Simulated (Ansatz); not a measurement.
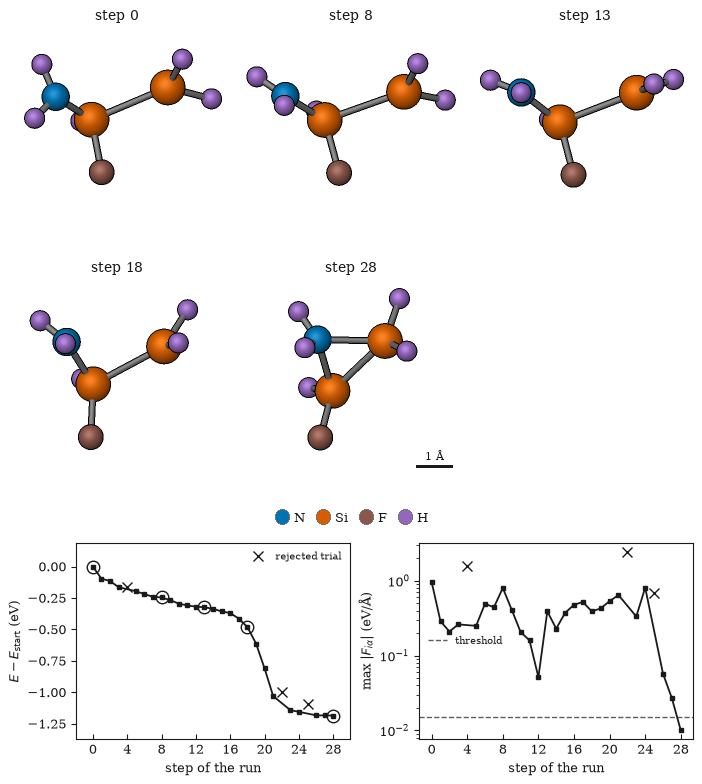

Frames of a relaxation of Si₂NH₅F (charge +1), marked on the history of the run. A ball-and-stick model, seen from a free direction.

The run prepares an end point of a later path (torsion) calculation, from a guessed geometry.

Computed with RKS B3LYP-D4/def2-SVP (Ansatz 0.2.0). Settings: no spin polarisation; force threshold 0.015 eV/Å; at most 40 steps.

What happens along the run?

Answer. An H atom moves most after the best rigid fit: 2.00 Å. By element the largest moves are H 2.00 Å, N 0.88 Å, Si 0.62 Å, F 0.60 Å. Among the contacts that change: N–Si 3.291 → 1.939 Å, N–Si 1.698 → 1.899 Å, Si–Si 2.401 → 2.258 Å, H–Si 1.454 → 1.473 Å. Among the angles between lasting bonds that change: N–Si–Si 105.5° → 54.8°, F–Si–Si 98.1° → 117.6°, Si–Si–H 112.6° → 128.3°. Groups turn about N–Si by about 35°. After 25 accepted moves (28 points after the start) the energy has fallen by 1.184 eV. The largest force component goes from 0.97 to 0.01 eV/Å. The line search rejected the trial steps at points 4, 22, 25 of the run. From step 0 to 8: an H atom moves most (0.75 Å), energy −0.246 eV. From step 8 to 13: H atoms move most (0.62 Å), energy −0.078 eV. From step 13 to 18: an H atom moves most (0.83 Å), energy −0.158 eV. From step 18 to 28: an H atom moves most (0.75 Å), energy −0.703 eV.

```csv
step,"E − E(0), eV","largest force component, eV/Å",note
0,0.0000,0.9672,
1,-0.0966,0.2871,
2,-0.1150,0.2099,
3,-0.1641,0.2612,
4,-0.1625,1.5851,rejected
5,-0.1956,0.2498,
6,-0.2190,0.4937,
7,-0.2402,0.4420,
8,-0.2458,0.8025,
9,-0.2666,0.4105,
10,-0.2947,0.2063,
11,-0.3090,0.1598,
12,-0.3190,0.0515,
13,-0.3235,0.3898,
14,-0.3357,0.2291,
15,-0.3568,0.3721,
16,-0.3696,0.4786,
17,-0.4143,0.5205,
18,-0.4814,0.3897,
19,-0.6121,0.4273,
20,-0.8104,0.5347,
21,-1.0304,0.6434,
22,-0.9986,2.4507,rejected
23,-1.1418,0.3332,
24,-1.1554,0.8087,
25,-1.0968,0.6866,rejected
26,-1.1831,0.0574,
27,-1.1842,0.0269,
28,-1.1844,0.0100,
```
